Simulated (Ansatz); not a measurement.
**Ligand exchange: CH5N + SiH3(GeH3) → SiH3(CH3) + GeH3(NH2)**

Species: CH5N (methylamine) `CN`, singlet; SiH3(GeH3), singlet; SiH3(CH3) (methylsilane), singlet; GeH3(NH2), singlet. The partners trade NH2 for SiH3: C–NH2 and Ge–SiH3 bonds give way to C–SiH3 and Ge–NH2.

Shapes, held fixed at every level: PBE0-D4/def2-TZVP. Programs: Ansatz 0.2.0. The zero-point and thermal change to 298 K, harmonic and unscaled (PBE0-D4/def2-TZVP), is -5.6 kJ/mol.

| level | kind | ΔH(298 K) (kJ/mol) | less CCSD(T)/def2-TZVPP |
| --- | --- | --- | --- |
| HF/def2-SVP | Hartree–Fock | -61.4 | +7.0 |
| HF/def2-TZVPP | Hartree–Fock | -72.5 | -4.1 |
| r2SCAN-D4/def2-TZVPP | meta-GGA | -64.2 | +4.2 |
| B2PLYP/def2-TZVPP | double hybrid | -68.7 | -0.3 |
| MP2/def2-SVP | perturbation theory | -66.5 | +1.9 |
| CCSD/def2-SVP | coupled cluster or CI | -56.8 | +11.6 |
| CCSD(T)/def2-TZVPP | coupled cluster or CI | -68.4 | 0.0 |

The highest level, CCSD(T)/def2-TZVPP, gives ΔH(298 K) = -68.4 kJ/mol; the levels span -72.5 to -56.8. The column of differences is taken from that level and isn't an error. No measured value is set beside it here. Relativity is left out for Ge. Outer-core shells of Ge are correlated in most correlated rows, in sets that cover them unevenly.

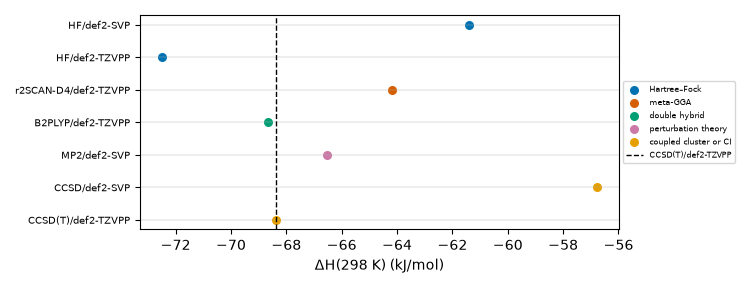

The values of the table, level by level.
